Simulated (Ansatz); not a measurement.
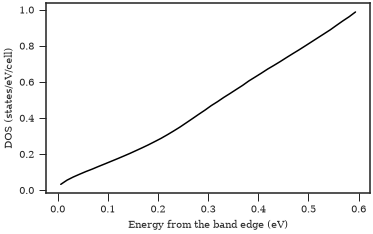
*Density of states of CdSe (F-43m) below the valence band maximum, PBEsol with spin-orbit coupling, rigid bands in Ansatz (a program for electronic structure); cell volume 56.2 Å³.*

**Question.** What effective density of states at 300 K does this give (∫ g(E) exp(−E/k_BT) dE, both spins, divided by the cell's size)?

**Answer.** 2.8e19 cm⁻³, a density-of-states mass of 1.08 mₑ, valleys and band degeneracy included.

Geometry: cell and atoms relaxed with PBEsol.
